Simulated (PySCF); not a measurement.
# wB97X/6-31G(d) (spherical functions) run of C2H5AlO (SMILES [CH3][Al]1[CH2][O]1)

What is the energy change on altering one bond length of C2H5AlO at wB97X/6-31G* (spherical functions)? 

The calculation is run with PySCF 2.14.0.

1 further run of the same task is left out (set aside as unsound or not needed).

## 1. The molecule

The species is C2H5AlO (9 atoms), meant as a singlet with charge 0. As SMILES, `[CH3][Al]1[CH2][O]1`. Geometry: relaxed at PBE0-D4/def2-TZVP.

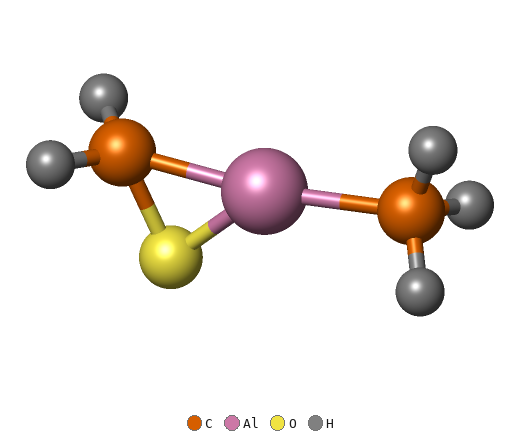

The structure, seen from a chosen angle (carbon orange, aluminium pink, oxygen yellow, hydrogen grey).

## 2. The energy at wB97X/6-31G(d) (spherical functions)

start.xyz

```xyz
9

C     -0.670900     1.320200    -1.081500
Al     0.051300    -0.076700     0.044200
C      0.678700    -1.280200     1.349300
O      0.789300    -1.609500    -0.097900
H      0.039700     1.575000    -1.872100
H     -0.900200     2.226000    -0.517500
H     -1.591200     0.976800    -1.562100
H      0.038500    -1.980500     1.887700
H      1.653200    -1.197400     1.832800
```

calc.py

```python
from pyscf import gto, dft

mol = gto.Mole()
mol.atom = 'start.xyz'
mol.basis = '6-31g*'
mol.max_memory = 1860
mol.verbose = 3
mol.charge = 0
mol.build()

myscf = dft.RKS(mol, xc='wb97x')
myscf.grids.level = 5
myscf.conv_tol = 1e-10
myscf.kernel()
if not myscf.converged:
    myscf = myscf.newton().run(myscf.mo_coeff, myscf.mo_occ)

energy = myscf.e_tot
print('Final energy', energy)
```

Launch:

```bash
$ OMP_NUM_THREADS=1 python calc.py
```

The program printed:

```text
converged SCF energy = -396.779573978196
Final energy -396.7795739781965
```

Run time: 25 s. Hardware: 1 thread of Intel Xeon at 2.70GHz, shared host; peak memory 0.36 GiB.

## 3. The distorted shape at the same level

input.py

```python
from pyscf import gto, dft

molecule = gto.Mole()
molecule.atom = '''
C     -1.051158     1.638954    -2.576645
Al     0.313602    -1.000805    -0.449381
C      1.499216    -3.275090     2.016901
O      1.708220    -3.897377    -0.717911
H      0.291681     2.120456    -4.070663
H     -1.701131     4.206530    -0.977933
H     -2.790273     0.990022    -3.484848
H      0.289413    -4.598465     3.034329
H      3.340754    -3.118621     2.930583
'''
molecule.basis = '6-31g*'
molecule.max_memory = 1860
molecule.unit = 'bohr'
molecule.verbose = 3
molecule.build()

mf = dft.RKS(molecule, xc='wb97x')
mf.grids.level = 5
mf.conv_tol = 1e-10
mf.kernel()
if not mf.converged:
    mf = mf.newton().run(mf.mo_coeff, mf.mo_occ)

e_tot = mf.e_tot
print('E = %.10f Eh' % e_tot)
```

Launch:

```bash
$ OMP_NUM_THREADS=1 python input.py
```

The program printed:

```text
converged SCF energy = -396.701058060794
E = -396.7010580608 Eh
```

It took 24 s on 1 thread of Intel Xeon at 2.70GHz, shared host; peak memory 0.36 GiB.

## 4. Summary of results

At wB97X/6-31G* (spherical functions):

| quantity | value |
| --- | --- |
| first shape: total energy | -396.77957 Eh |
| first shape: dipole moment | 3.30 D |
| first shape: HOMO energy | -8.36 eV |
| first shape: LUMO energy | 1.63 eV |
| first shape: HOMO–LUMO gap | 10.00 eV |
| distorted shape: total energy | -396.70106 Eh |
| distorted shape: dipole moment | 2.93 D |
| distorted shape: HOMO energy | -8.41 eV |
| distorted shape: LUMO energy | 1.16 eV |
| distorted shape: HOMO–LUMO gap | 9.57 eV |
| energy change with the C1–H6 bond stretched from 1.091 to 1.637 Å | 2.137 eV |

With the C1–H6 bond stretched from 1.091 to 1.637 Å the energy rises by 2.14 eV (206 kJ/mol). The first shape isn't relaxed at this level, so the change isn't measured from a minimum. Mulliken charges (first shape) run from -0.77 on C1 to +0.64 on Al2. Mulliken charges (distorted shape) run from -0.65 on C1 to +0.63 on Al2; they depend strongly on the basis.
